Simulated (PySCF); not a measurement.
# C$_{7}$H$_{11}$P (SMILES CC1C=CP(C)C=C1): what the fields show

```yaml
atoms:
  - { symbol: C, position_ang: [-2.3882, -0.4225, 0.2475] }
  - { symbol: C, position_ang: [-1.4434, 0.4649, -0.5779] }
  - { symbol: C, position_ang: [-0.6561, 1.3563, 0.3414] }
  - { symbol: C, position_ang: [0.4331, 0.9537, 0.9801] }
  - { symbol: P, position_ang: [1.0600, -0.7413, 0.8325] }
  - { symbol: C, position_ang: [2.8576, -0.3510, 0.5714] }
  - { symbol: C, position_ang: [0.5714, -0.9580, -0.9004] }
  - { symbol: C, position_ang: [-0.5269, -0.4038, -1.3935] }
  - { symbol: H, position_ang: [-1.8004, -1.0420, 0.9229] }
  - { symbol: H, position_ang: [-2.9692, -1.0691, -0.4063] }
  - { symbol: H, position_ang: [-3.0695, 0.1894, 0.8344] }
  - { symbol: H, position_ang: [-2.0477, 1.0837, -1.2496] }
  - { symbol: H, position_ang: [-1.0271, 2.3658, 0.4620] }
  - { symbol: H, position_ang: [0.9677, 1.6050, 1.6593] }
  - { symbol: H, position_ang: [3.3777, -1.2609, 0.2764] }
  - { symbol: H, position_ang: [3.2805, 0.0008, 1.5111] }
  - { symbol: H, position_ang: [2.9853, 0.4102, -0.1967] }
  - { symbol: H, position_ang: [1.1984, -1.6075, -1.4974] }
  - { symbol: H, position_ang: [-0.8129, -0.5644, -2.4249] }
```

Geometry: GFN2-xTB.

All numbers below come from PBE0/pcSseg-1, SCF density, gas phase, non-relativistic (PySCF).

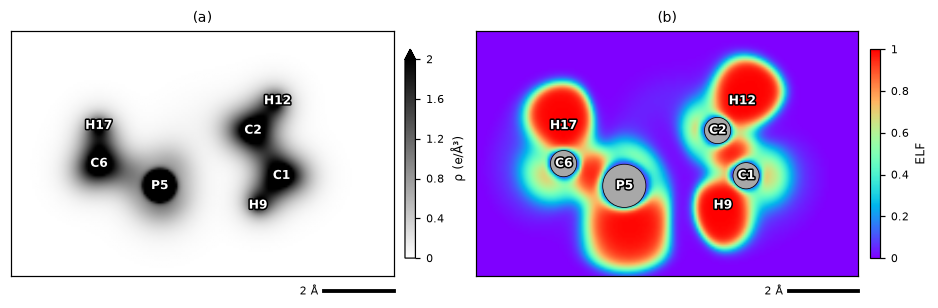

Figure 1. (a) total electron density; (b) electron localisation function on the plane of atoms C2, C1 and H9. Grey discs cover the atomic cores in the ELF map.

### Interpret the plot.

The plane passes through C, P and H nuclei.
C–H (1.09 Å): ρ is about 2 e/Å³ halfway; the ELF climbs to about 1 towards the hydrogen, as it does in any bond to H; an ordinary covalent bond to hydrogen.
C–P (1.86 Å): ρ is about 1.1 e/Å³ halfway; the ELF peaks at about 0.95 between the atoms, as expected for a shared electron pair.
The ELF also peaks beside P5, away from the bonds: lone-pair regions.

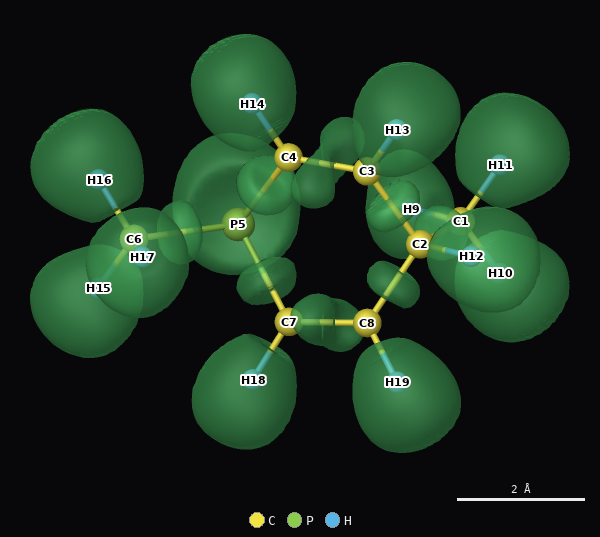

Figure 2. Isosurface of the ELF at 0.8 (green), seen at an oblique angle. Core shells and regions of very low density are left out.

### Where are the electrons localised?

The surface consists of five regions between bonded C–C atoms (shared pairs), three regions between bonded C–P atoms (shared pairs), eleven regions around hydrogen nuclei and one lobe on P, pointing away from the bonds (lone pairs). Profiles from the grid: C–C (1.33 Å): the ELF peaks at about 0.90 between the atoms (a multiple bond). C–P (1.81 Å): the ELF peaks at about 0.95 between the atoms: a shared electron pair.

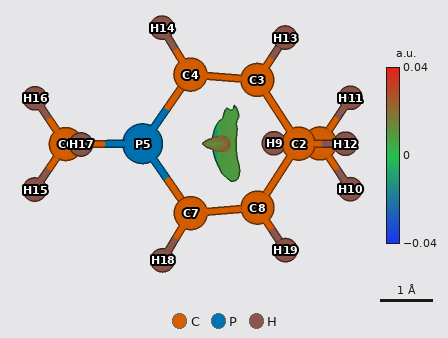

Figure 3. Non-covalent interaction (NCI) plot: the surface where the reduced density gradient is 0.5, for densities under 0.05 a.u., coloured by sign(λ₂)ρ; seen at an oblique angle.

### What holds or crowds the atoms apart from the covalent bonds?

- Between H9 and C1 on one side and P5 on the other: a weak contact, attractive (blue-green) on one side and crowded (olive to red) on the other
- Inside the ring or cage of C2, C3, C4, P5, C7 and C8: steric crowding (red)
